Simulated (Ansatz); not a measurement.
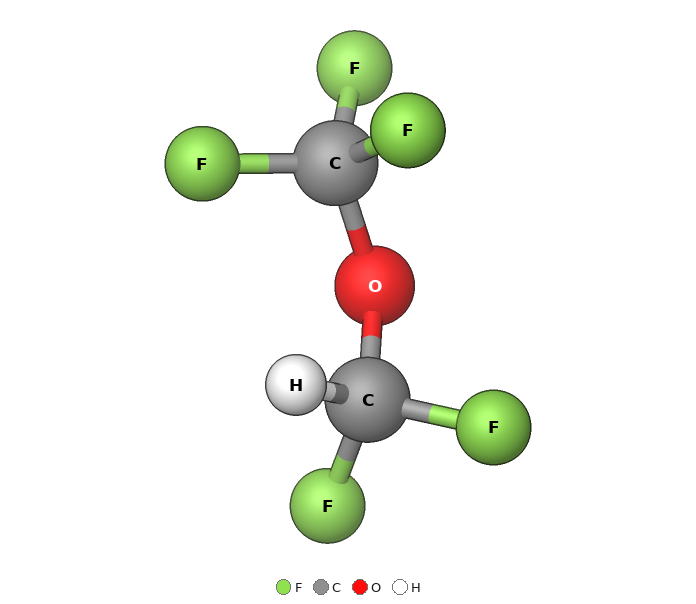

The picture shows a molecular structure as a ball-and-stick model.

The geometry was computed by an optimisation with PBE0-D4/def2-TZVP.

Question: What is the molecular formula?

Answer: C₂HF₅O, 9 atoms: 2 carbon, 1 hydrogen, 5 fluorine and 1 oxygen.

Question: What is its SMILES?

Answer: FC(F)OC(F)(F)F

Question: Name some functional groups or characteristic bonds that it holds.

Answer: Among them: ether, C–F bond.

Question: Does it have rings?

Answer: It has no ring.

Question: Count the bonded pairs by element.

Answer: 5 C–F, 2 C–O, 1 C–H.

The parts below concern this one geometry. Atoms keep their numbers from picture to picture.

Shape

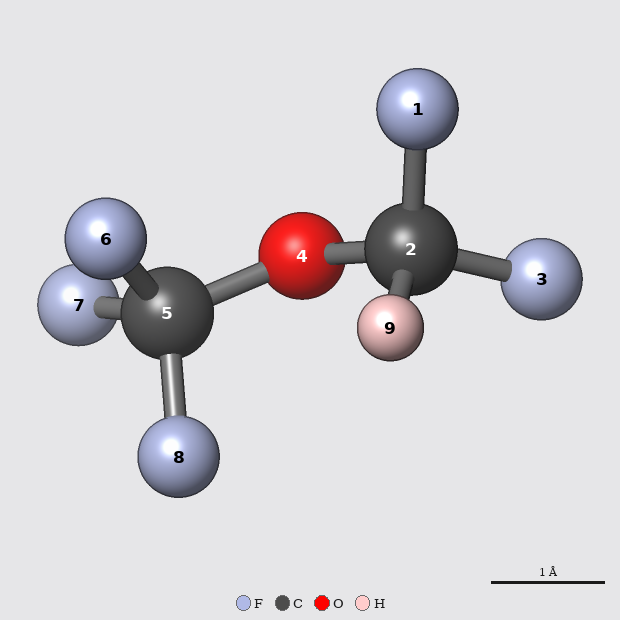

Atoms carry their numbers in the input.

Question: How are the neighbours of atom 2 arranged?

Answer: C2 has 4 neighbours (F1 at 1.34, F3 at 1.33, O4 at 1.39, H9 at 1.09 Å); the arrangement is tetrahedral.

Question: What is the geometry at C5?

Answer: C5 has 4 neighbours (O4 at 1.35, F6 at 1.33, F7 at 1.31, F8 at 1.34 Å); the arrangement is tetrahedral.

Question: What is the geometry at O4?

Answer: O4 has 2 neighbours (C2 at 1.39, C5 at 1.35 Å); the arrangement is bent.

Question: What is the dihedral angle F1–C2–O4–C5?

Answer: 100° in size, that is anticlinal.

Electronic properties

Properties computed with RKS PBE0-D4/def2-TZVPP (Ansatz 0.2.0).

Question: What is the dispersion correction?

Answer: −13.3 kJ/mol.

Question: Estimate the HOMO energy (Kohn–Sham orbital).

Answer: −10.93 eV.

Question: What is the LUMO energy (Kohn–Sham orbital)?

Answer: 1.70 eV.

Dipole moment

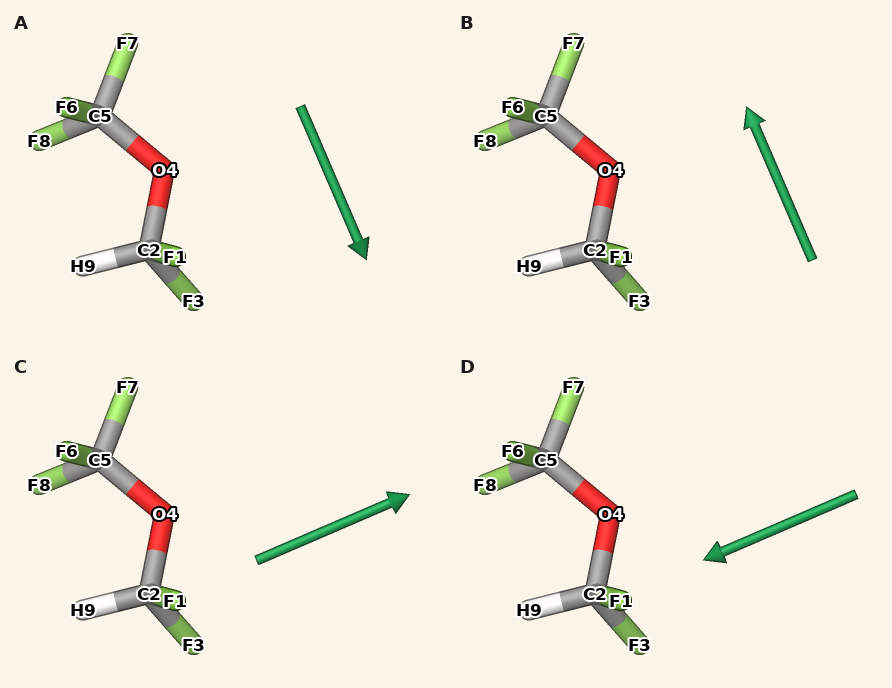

The same molecule four times, each with an arrow. Method: RKS PBE0-D4/def2-TZVP (Ansatz 0.2.0).

Question: Which arrow points along the dipole moment, from the negative to the positive end?

Answer: D. The dipole moment is 1.26 D; it points from the side of F7 to the side of F8, H9 (the outermost atoms at the two ends).

Charges

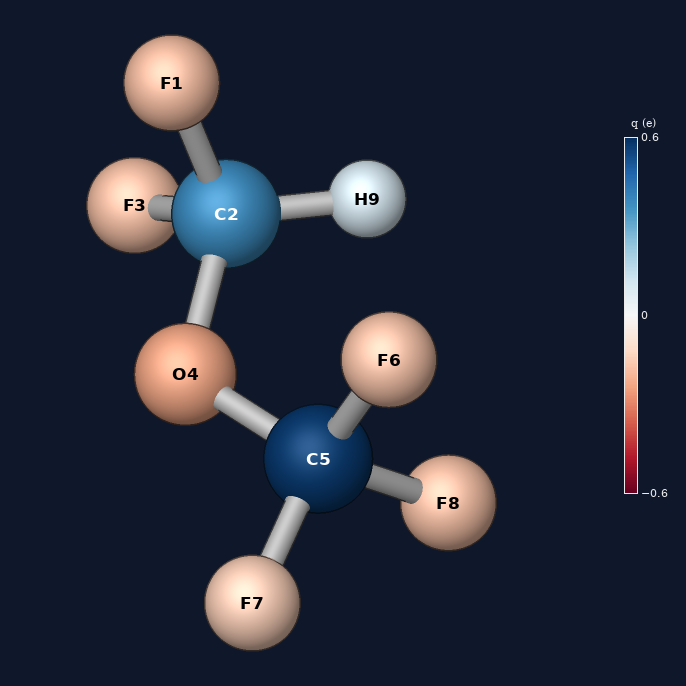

Atoms are coloured by their Mulliken charges. Level of theory: RKS B3LYP-D4/def2-TZVPP (Ansatz 0.2.0).

List the Mulliken charges.

| atom | value (e) |
| --- | --- |
| F1 | −0.17 |
| C2 | 0.38 |
| F3 | −0.17 |
| O4 | −0.23 |
| C5 | 0.58 |
| F6 | −0.16 |
| F7 | −0.14 |
| F8 | −0.17 |
| H9 | 0.10 |

Mulliken values depend strongly on the basis set and can even reverse the polarity of a bond.
